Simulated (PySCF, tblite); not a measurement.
# C5H14AlN: geometry, infrared bands, NMR shifts, electronic excitations and core binding energies, part 1 of 2

Wanted: the infrared bands, NMR shifts, electronic excitations and core binding energies of C5H14AlN (`CC[CH2][AlH][N](C)C`), by calculation.

Programs: tblite 0.8.0 and PySCF 2.14.0, with density-fitted response routines of our own. Each step states its level of theory. These are calculated values for one molecule in the gas phase, unless marked as measured. Atoms are numbered from 0 throughout.

**1. The molecule as given**

21 atoms, charge 0, multiplicity 1; geometry from: force field or distance geometry start.

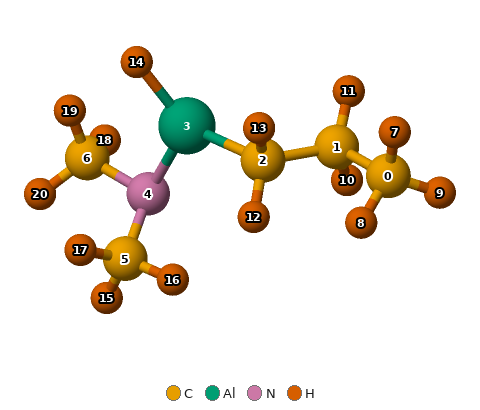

The starting geometry (carbon amber, aluminium teal, nitrogen pink, hydrogen orange), atoms numbered.

**2. Relaxing the molecule with GFN2-xTB**

The job: settings as JSON, then the geometry in Å.

```
{"job": {"kind": "relax", "xc": "GFN2-xTB", "basis": "xTB"}, "charge": 0, "multiplicity": 1}
C      3.517700    -0.136600     0.234600
C      2.180100    -0.454300    -0.455300
C      1.233200     0.618300    -0.021300
Al    -0.589300     0.386200    -0.825300
N     -1.903900    -0.588700     0.194700
C     -2.014700    -0.077400     1.538100
C     -3.171700    -0.426800    -0.520900
H      4.025900     0.596800    -0.413900
H      3.257200     0.314200     1.214600
H      4.131100    -1.025900     0.398600
H      1.861000    -1.454500    -0.053100
H      2.308900    -0.551200    -1.533200
H      1.181400     0.744600     1.087700
H      1.672800     1.587800    -0.403300
H     -1.096100     1.516500    -1.827300
H     -2.729000    -0.706000     2.118300
H     -0.985800    -0.120200     1.986100
H     -2.376300     0.974500     1.580100
H     -3.364400    -1.363600    -1.067100
H     -3.123100     0.408300    -1.244100
H     -4.024100    -0.225000     0.166300
```

On the command line:

```sh
$ OMP_NUM_THREADS=1 python probes_run.py task.json out
```

This one command runs all jobs of the session in turn.

What it wrote:

```text
step      E/eV     max force
  0    -592.97530    2.426
  1    -593.16965    1.031
  2    -593.26502    0.682
  3    -593.33625    0.658
  4    -593.38359    0.624
  5    -593.42037    0.394
  6    -593.44630    0.417
  7    -593.47760    0.449
  8    -593.50667    0.423
  9    -593.53866    0.461
 10    -593.57678    0.526
 11    -593.62407    0.568
 12    -593.67548    0.517
 13    -593.71997    0.449
 14    -593.74846    0.377
 15    -593.76735    0.305
 16    -593.78226    0.271
 17    -593.79419    0.317
 18    -593.80547    0.245
 19    -593.81579    0.273
 20    -593.82554    0.272
 21    -593.83389    0.288
 22    -593.84150    0.276
 23    -593.84881    0.213
 24    -593.85912    0.197
 25    -593.86699    0.270
 26    -593.87985    0.376
 27    -593.89210    0.343
 28    -593.90418    0.222
 29    -593.91450    0.228
 30    -593.92306    0.218
 31    -593.93049    0.230
 32    -593.93894    0.219
 33    -593.94718    0.185
 34    -593.95405    0.194
 35    -593.96066    0.232
 36    -593.96857    0.378
 37    -593.97895    0.335
 38    -593.99257    0.219
 39    -594.00063    0.207
 40    -594.00739    0.224
 41    -594.01766    0.243
 42    -594.02665    0.221
 43    -594.03003    0.247
 44    -594.03368    0.102
 45    -594.03475    0.074
 46    -594.03620    0.076
 47    -594.03670    0.066
 48    -594.03713    0.040
 49    -594.03737    0.037
 50    -594.03771    0.042
 51    -594.03807    0.054
 52    -594.03843    0.046
 53    -594.03872    0.039
 54    -594.03899    0.034
 55    -594.03927    0.036
 56    -594.03959    0.045
 57    -594.03991    0.043
 58    -594.04017    0.039
 59    -594.04036    0.029
 60    -594.04050    0.030
 61    -594.04065    0.027
 62    -594.04078    0.025
 63    -594.04091    0.030
 64    -594.04103    0.027
 65    -594.04117    0.031
 66    -594.04135    0.033
 67    -594.04154    0.028
 68    -594.04173    0.030
 69    -594.04194    0.040
 70    -594.04220    0.045
 71    -594.04249    0.038
 72    -594.04276    0.033
 73    -594.04295    0.026
 74    -594.04311    0.026
 75    -594.04326    0.027
 76    -594.04336    0.020
 77    -594.04343    0.016
 78    -594.04348    0.016
 79    -594.04353    0.018
 80    -594.04359    0.020
 81    -594.04365    0.014
 82    -594.04369    0.016
 83    -594.04372    0.016
 84    -594.04377    0.018
 85    -594.04384    0.022
 86    -594.04392    0.017
 87    -594.04397    0.013
 88    -594.04401    0.012
 89    -594.04405    0.015
 90    -594.04410    0.018
 91    -594.04419    0.019
 92    -594.04429    0.027
 93    -594.04442    0.032
 94    -594.04458    0.035
 95    -594.04478    0.033
 96    -594.04500    0.027
 97    -594.04521    0.038
 98    -594.04542    0.047
 99    -594.04566    0.049
100    -594.04594    0.038
101    -594.04619    0.036
102    -594.04634    0.021
103    -594.04641    0.022
104    -594.04647    0.022
105    -594.04655    0.015
106    -594.04661    0.018
107    -594.04667    0.015
108    -594.04673    0.017
109    -594.04680    0.018
110    -594.04688    0.018
111    -594.04696    0.016
112    -594.04704    0.020
113    -594.04714    0.026
114    -594.04727    0.028
115    -594.04746    0.028
116    -594.04769    0.032
117    -594.04799    0.048
118    -594.04839    0.059
119    -594.04884    0.071
120    -594.04941    0.068
121    -594.04999    0.062
122    -594.05078    0.050
123    -594.05135    0.068
124    -594.05215    0.069
125    -594.05283    0.065
126    -594.05344    0.058
127    -594.05386    0.051
128    -594.05366    0.083
129    -594.05449    0.044
130    -594.05469    0.028
131    -594.05496    0.027
132    -594.05517    0.028
133    -594.05538    0.027
134    -594.05559    0.027
135    -594.05579    0.032
136    -594.05594    0.030
137    -594.05613    0.027
138    -594.05633    0.027
139    -594.05642    0.031
140    -594.05655    0.035
141    -594.05672    0.034
142    -594.05695    0.028
143    -594.05722    0.033
144    -594.05745    0.028
145    -594.05765    0.030
146    -594.05779    0.023
147    -594.05791    0.020
148    -594.05802    0.019
149    -594.05811    0.017
150    -594.05817    0.014
151    -594.05820    0.014
152    -594.05824    0.012
153    -594.05830    0.016
154    -594.05837    0.017
155    -594.05843    0.017
156    -594.05849    0.015
157    -594.05854    0.014
158    -594.05861    0.015
159    -594.05868    0.024
160    -594.05877    0.025
161    -594.05884    0.020
162    -594.05891    0.016
163    -594.05897    0.019
164    -594.05906    0.027
165    -594.05917    0.029
166    -594.05928    0.026
167    -594.05937    0.020
168    -594.05944    0.016
169    -594.05949    0.016
170    -594.05953    0.010
171    -594.05955    0.010
```

Run time: 1.3 s. Hardware: 1 thread of Arm Neoverse V1, shared host; peak memory 0.18 GiB.

Step by step: (not every step is listed)

```
step  energy from step 0 (eV)  largest force (eV/Å)
   0                   0.0000                2.4258
   1                  -0.1944                1.0309
   2                  -0.2897                0.6817
   3                  -0.3610                0.6584
   4                  -0.4083                0.6238
   5                  -0.4451                0.3944
   6                  -0.4710                0.4168
   7                  -0.5023                0.4486
   8                  -0.5314                0.4230
  23                  -0.8735                0.2130
  38                  -1.0173                0.2192
  53                  -1.0634                0.0388
  68                  -1.0664                0.0300
  83                  -1.0684                0.0155
  98                  -1.0701                0.0471
 113                  -1.0718                0.0262
 128                  -1.0784                0.0828
 143                  -1.0819                0.0332
 158                  -1.0833                0.0153
 166                  -1.0840                0.0264
 167                  -1.0841                0.0199
 168                  -1.0841                0.0161
 169                  -1.0842                0.0156
 170                  -1.0842                0.0102
 171                  -1.0842                0.0097
```

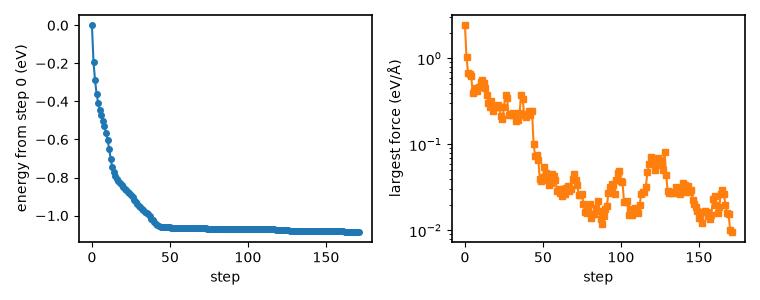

Energy and largest force along the relaxation.

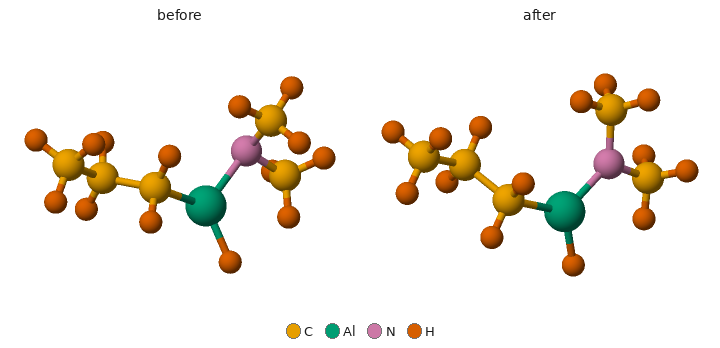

The geometry before (left) and after (right).

Distances of close pairs at the start and the end, largest changes first:

```
   bond  before (Å)  after (Å)  change (Å)
 Al3–N4       1.928      1.801      -0.128
Al3–H14       1.593      1.543      -0.050
  C1–C2       1.495      1.540      +0.045
 C5–H16       1.123      1.091      -0.032
 C1–H10       1.124      1.094      -0.030
 C2–H13       1.131      1.101      -0.029
  C0–H8       1.110      1.089      -0.021
 C5–H15       1.114      1.097      -0.017
```

The final coordinates are the input of the step that follows.

**3. Vibrational analysis with GFN2-xTB**

The job: settings as JSON, then the geometry in Å.

```
{"job": {"kind": "ir", "xc": "GFN2-xTB", "basis": "xTB"}, "charge": 0, "multiplicity": 1}
C      3.484589    -0.168377     0.365942
C      2.050733    -0.396272    -0.103427
C      1.291448     0.930941    -0.289607
Al    -0.612061     0.724581    -0.870819
N     -1.942002    -0.000550     0.102987
C     -1.861292    -0.545335     1.443842
C     -3.281695    -0.081817    -0.449354
H      4.029331     0.438302    -0.355343
H      3.495673     0.349381     1.323457
H      4.008926    -1.115001     0.482710
H      1.528680    -1.022027     0.626417
H      2.063177    -0.945678    -1.049093
H      1.377920     1.500553     0.649522
H      1.826786     1.532436    -1.041185
H     -1.069698     1.177197    -2.272947
H     -2.141492    -1.606029     1.460765
H     -0.837236    -0.448675     1.806720
H     -2.528241    -0.010168     2.131386
H     -3.626342    -1.120958    -0.513444
H     -3.265876     0.345956    -1.455459
H     -4.000247     0.478486     0.161161
```

What it wrote:

```text
mode    cm-1     km/mol
  1      34.8      0.56
  2      42.5      0.13
  3      51.8      0.20
  4     102.9      0.72
  5     122.2      0.33
  6     207.8      0.63
  7     210.5      7.63
  8     230.8      0.34
  9     260.7      0.05
 10     290.5      2.47
 11     313.4      6.28
 12     352.4      4.53
 13     429.5    109.06
 14     503.0     49.17
 15     571.6     35.83
 16     624.0     67.12
 17     728.6    356.36
 18     805.0     12.55
 19     931.8      2.07
 20     966.6     28.85
 21     977.9     80.95
 22    1039.5      0.26
 23    1051.2     11.96
 24    1083.3     16.58
 25    1087.9      0.12
 26    1125.9      1.74
 27    1173.7     42.74
 28    1190.2      1.05
 29    1215.2      1.07
 30    1257.7     27.03
 31    1269.8      2.23
 32    1326.2      6.60
 33    1401.0      0.37
 34    1410.8      1.15
 35    1414.6      0.82
 36    1446.6      1.06
 37    1467.3      1.96
 38    1476.7      4.49
 39    1491.9      0.15
 40    1498.8     10.68
 41    1504.3      2.53
 42    1505.9      1.13
 43    1507.3      0.41
 44    1779.9    371.59
 45    2844.6     51.80
 46    2864.1     28.11
 47    2877.2     83.35
 48    2881.3     53.94
 49    2906.9     26.89
 50    2914.7    162.65
 51    2938.5     51.59
 52    2950.1     28.46
 53    2956.7     29.28
 54    2982.9     35.52
 55    3022.2     53.46
 56    3022.3     54.20
 57    3029.1     33.39
```

Wall time 0.83 s (1 thread of Arm Neoverse V1, shared host); peak memory 0.18 GiB.

The strongest bands and the atoms that carry them (share of the mass-weighted mode):

```
cm⁻¹  km/mol                                   atoms
 430   109.1                      H14 59 %, Al3 26 %
 624    67.1             H14 32 %, C2 26 %, H12 18 %
 729   356.4             Al3 36 %, H14 27 %, C2 11 %
 978    81.0     C6 21 %, N4 21 %, H19 18 %, C5 18 %
1780   371.6                                H14 96 %
2877    83.3                      H17 45 %, H15 45 %
2915   162.7  H18 34 %, H20 31 %, H15 15 %, H17 15 %
3022    54.2                        H9 57 %, H7 34 %
```

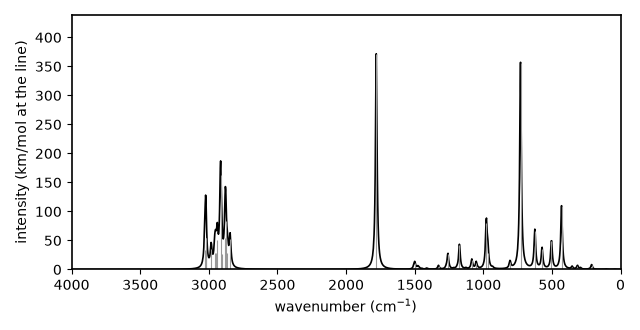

The infrared spectrum from these modes, unscaled. Lines are broadened to a width of 14 cm⁻¹ (Lorentzian).

**4. Relaxing the molecule at PBE0-D3(BJ)/def2-SVP**

The job: settings as JSON, then the geometry in Å.

```
{"job": {"xc": "PBE0", "basis": "def2-SVP", "d3": "d3bj", "grid": 1, "shake": 0.01, "kind": "geom"}, "charge": 0, "multiplicity": 1}
C      3.505000    -0.193930     0.370120
C      2.045060    -0.400800    -0.105580
C      1.271250     0.928620    -0.298260
Al    -0.578830     0.726840    -0.874350
N     -1.944810    -0.007230     0.092440
C     -1.865200    -0.540520     1.441460
C     -3.272120    -0.083820    -0.449110
H      4.044790     0.443750    -0.360400
H      3.493840     0.354790     1.342810
H      4.006230    -1.117440     0.492730
H      1.519820    -1.024940     0.635240
H      2.068980    -0.944760    -1.042390
H      1.349640     1.510770     0.639930
H      1.810100     1.535200    -1.034180
H     -1.074150     1.166430    -2.272690
H     -2.142020    -1.591970     1.468240
H     -0.835300    -0.437560     1.804660
H     -2.537500    -0.004330     2.137210
H     -3.628490    -1.128790    -0.511150
H     -3.290810     0.352860    -1.450550
H     -4.016640     0.479100     0.151520
```

What it wrote:

```text
step   0  E = -495.48209560  max force = 0.036231
step   1  E = -495.48639686  max force = 0.014643
step   2  E = -495.48770965  max force = 0.003706
step   3  E = -495.48793163  max force = 0.002562
step   4  E = -495.48800223  max force = 0.000534
step   5  E = -495.48801517  max force = 0.000464
step   6  E = -495.48802295  max force = 0.000304
optimisation converged
```

Wall time 1.7 min (1 thread of Arm Neoverse V1, shared host); peak memory 0.77 GiB.

Relaxation path:

```
step  energy from step 0 (eV)  largest force component (eV/Å)
   0                   0.0000                          1.8631
   1                  -0.1170                          0.7530
   2                  -0.1528                          0.1906
   3                  -0.1588                          0.1317
   4                  -0.1607                          0.0275
   5                  -0.1611                          0.0239
   6                  -0.1613                          0.0156
```

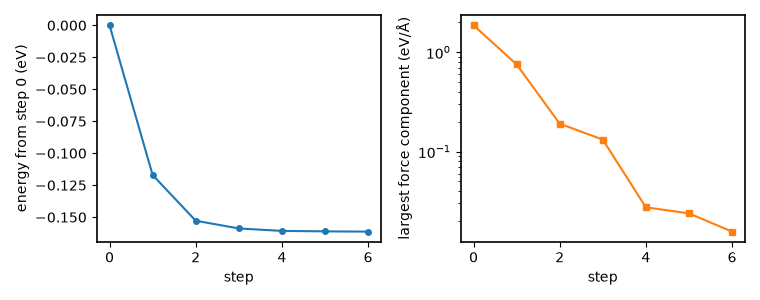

Energy and force, step by step.

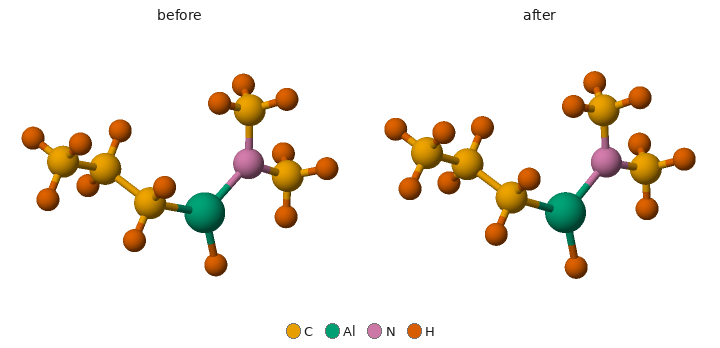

Before and after, at one scale.

Distances of close pairs at the start and the end, largest changes first:

```
   bond  before (Å)  after (Å)  change (Å)
Al3–H14       1.547      1.591      +0.044
  C0–H9       1.058      1.101      +0.043
 Al3–N4       1.827      1.791      -0.037
  C0–C1       1.549      1.522      -0.027
 C1–H11       1.084      1.105      +0.022
 C5–H15       1.088      1.109      +0.021
 C2–Al3       1.948      1.967      +0.019
  C1–C2       1.550      1.534      -0.017
```

The next job starts from the end point, and lists it.

```
                         at the end point                value
  point group (found at 0.08 Å tolerance)                   C1
rotational constants (GHz, main isotopes)  4.242, 0.933, 0.816
                        dipole moment (D)                 0.87
```

**5. Nuclear shieldings: PBE0/pcSseg-1**

The job: settings as JSON, then the geometry in Å.

```
{"job": {"kind": "nmr", "xc": "PBE0", "basis": "pcSseg-1"}, "charge": 0, "multiplicity": 1}
C      3.370025    -0.243105     0.444577
C      1.964618    -0.397677    -0.119731
C      1.216634     0.931579    -0.280905
Al    -0.614973     0.795775    -0.984771
N     -1.890371     0.044900     0.023096
C     -1.670062    -0.434693     1.363844
C     -3.249447    -0.142273    -0.418297
H      3.987793     0.399254    -0.203884
H      3.345527     0.225228     1.442159
H      3.882778    -1.212927     0.541987
H      1.388160    -1.079582     0.531157
H      2.024820    -0.914057    -1.094856
H      1.186550     1.454193     0.694907
H      1.793754     1.599439    -0.946971
H     -1.080548     1.294693    -2.421973
H     -1.873137    -1.520637     1.456207
H     -0.628508    -0.266129     1.678717
H     -2.324883     0.074972     2.099163
H     -3.542001    -1.211589    -0.415908
H     -3.384457     0.236643    -1.443180
H     -3.973332     0.388315     0.232460
```

Method: GIAO PBE0/pcSseg-1 NMR shielding, non-relativistic, gas phase.

What it wrote:

```text
coarse grid: 16800 points
cycle   1  E = -495.5759974508  dE =  2.747e-01  |g| = 5.280e-01  |ddm| = 3.817e+00
cycle   2  E = -495.5097172026  dE =  6.628e-02  |g| = 7.497e-01  |ddm| = 1.087e+00
cycle   3  E = -495.6480410853  dE = -1.383e-01  |g| = 1.134e-01  |ddm| = 6.731e-01
cycle   4  E = -495.6505177385  dE = -2.477e-03  |g| = 3.952e-02  |ddm| = 1.036e-01
cycle   5  E = -495.6508709371  dE = -3.532e-04  |g| = 7.291e-03  |ddm| = 3.610e-02
cycle   6  E = -495.6508831701  dE = -1.223e-05  |g| = 2.465e-03  |ddm| = 8.634e-03
cycle   7  E = -495.6508846260  dE = -1.456e-06  |g| = 3.207e-04  |ddm| = 1.874e-03
final grid: 154136 points
cycle   8  E = -495.6902048086  dE = -2.947e-05  |g| = 9.450e-03  |ddm| = 2.482e-02
cycle   9  E = -495.6901893968  dE =  1.541e-05  |g| = 1.232e-02  |ddm| = 1.775e-02
cycle  10  E = -495.6902278182  dE = -3.842e-05  |g| = 1.510e-03  |ddm| = 1.030e-02
cycle  11  E = -495.6902282793  dE = -4.611e-07  |g| = 2.509e-04  |ddm| = 1.094e-03
cycle  12  E = -495.6902282918  dE = -1.249e-08  |g| = 7.227e-05  |ddm| = 2.677e-04
cycle  13  E = -495.6902282930  dE = -1.178e-09  |g| = 2.489e-05  |ddm| = 8.011e-05
cycle  14  E = -495.6902282931  dE = -1.543e-10  |g| = 3.394e-06  |ddm| = 2.406e-05
converged SCF energy = -495.6902282931

GIAO shielding tensors (ppm)
atom      isotropic    diamagn.    paramagn.     s11        s22        s33       span
  0 C      161.751     244.267     -82.516    145.551    154.009    185.692     40.141
  1 C      164.129     247.409     -83.280    156.494    163.869    172.023     15.529
  2 C      172.778     253.874     -81.096    159.411    167.451    191.471     32.061
  3 Al     348.064     800.575    -452.512    312.566    340.706    390.919     78.354
  4 N      179.759     328.513    -148.754     77.439    229.136    232.702    155.263
  5 C      142.477     246.383    -103.906    117.524    129.771    180.136     62.612
  6 C      142.000     239.606     -97.606    116.523    127.159    182.319     65.796
  7 H       30.352      27.711       2.641     26.598     28.358     36.102      9.504
  8 H       30.365      28.637       1.728     26.633     28.798     35.664      9.030
  9 H       30.002      27.094       2.908     25.395     27.188     37.423     12.028
 10 H       29.894      33.783      -3.889     23.735     30.753     35.193     11.458
 11 H       30.005      32.166      -2.161     24.665     29.913     35.436     10.771
 12 H       31.100      33.852      -2.752     27.867     29.880     35.553      7.686
 13 H       31.222      32.553      -1.332     26.860     29.773     37.032     10.172
 14 H       26.714      31.140      -4.426     22.993     25.279     31.869      8.876
 15 H       28.789      30.713      -1.924     25.207     26.205     34.956      9.749
 16 H       28.007      33.135      -5.129     22.730     29.209     32.081      9.351
 17 H       28.822      29.821      -0.998     25.020     26.206     35.241     10.221
 18 H       28.792      27.328       1.464     24.377     26.606     35.393     11.016
 19 H       27.894      28.072      -0.177     23.401     26.890     33.393      9.992
 20 H       28.801      26.530       2.271     24.391     26.468     35.544     11.153
```

Run time: 36 s. Hardware: 1 thread of Arm Neoverse V1, shared host; peak memory 0.89 GiB.

The references, computed at this level on geometries of the same kind, shield at (ppm): ¹H TMS 31.27, ¹³C TMS 184.4, ¹⁵N NH3 265.7, ²⁷Al AlH4- 489.3. Their shielding less the atom's gives the shift. The references are single molecules in the gas phase, so shifts against H2O, NH3, PH3, H3PO4 or CFCl3 are not on the usual liquid scales and can be off by tens of ppm. Shifts against hydride references such as AlH4− lie on their own scale. Atoms listed in one row are averaged.

```
                       atoms                              environment  σ (ppm)  δ (ppm)
                      C5, C6                methyl carbon bonded to N    142.2     42.2
                          C0                            methyl carbon    161.8     22.7
                          C1                                  sp3 CH2    164.1     20.3
                          C2                     sp3 CH2 bonded to Al    172.8     11.6
                         H14  hydrogen on an aluminium bonded to C, N    26.71     4.55
H15, H16, H17, H18, H19, H20  hydrogen on a methyl carbon bonded to N    28.52     2.75
                    H10, H11                   hydrogen on an sp3 CH2    29.95     1.32
                  H7, H8, H9              hydrogen on a methyl carbon    30.24     1.03
                    H12, H13      hydrogen on an sp3 CH2 bonded to Al    31.16     0.11
                         Al3              aluminium bonded to C, N, H    348.1    141.2
                          N4               nitrogen bonded to 2 C, Al    179.8     85.9
```

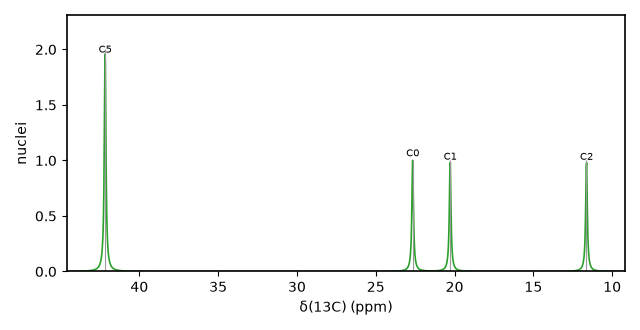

¹³C lines at the computed shifts, without couplings. Lines are broadened to a width of 0.12 ppm (Lorentzian).

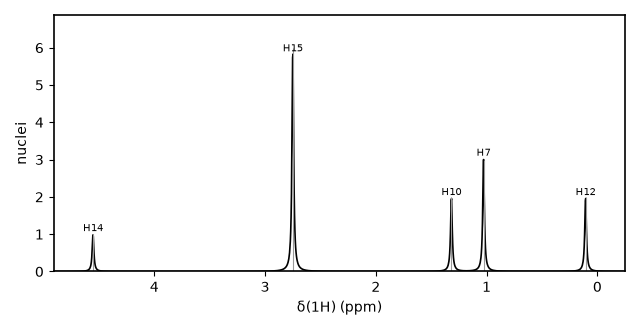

¹H lines at the computed shifts, without couplings. Lines are broadened to a width of 0.02 ppm (Lorentzian).

Charges from the same density, by scheme (e):

```
 atoms  Mulliken    IAO  Hirshfeld  ESP fit
    C0     -0.27  -0.40      -0.12    -0.39
    C1     -0.29  -0.22      -0.07     0.34
    C2     -0.62  -0.62      -0.22    -0.45
   Al3      0.93   0.85       0.51     0.68
    N4     -0.85  -0.50      -0.22    -0.21
C5, C6     -0.07  -0.28      -0.07    -0.37
```

IAO charges:

C0 -0.40; C1 -0.22; C2 -0.62; Al3 0.85; N4 -0.50; C5 -0.28; C6 -0.28; H7 0.13; H8 0.13; H9 0.13; H10 0.12; H11 0.12; H12 0.13; H13 0.14; H14 -0.21; H15 0.12; H16 0.13; H17 0.12; H18 0.12; H19 0.14; H20 0.12

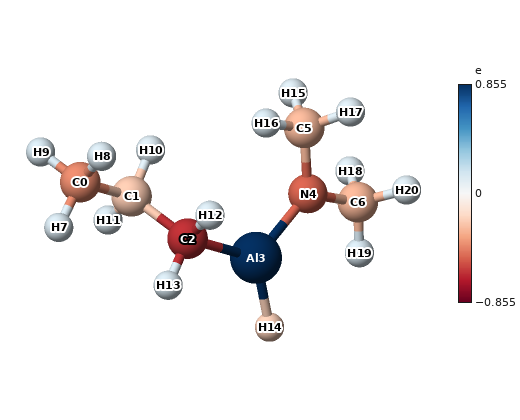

IAO charges, as colours on the atoms.

Mayer bond orders: C0–C1 1.06, C1–C2 1.03, C2–Al3 0.85, Al3–N4 0.99, N4–C5 0.97, N4–C6 0.96.

(Continued in part 2 of 2.)
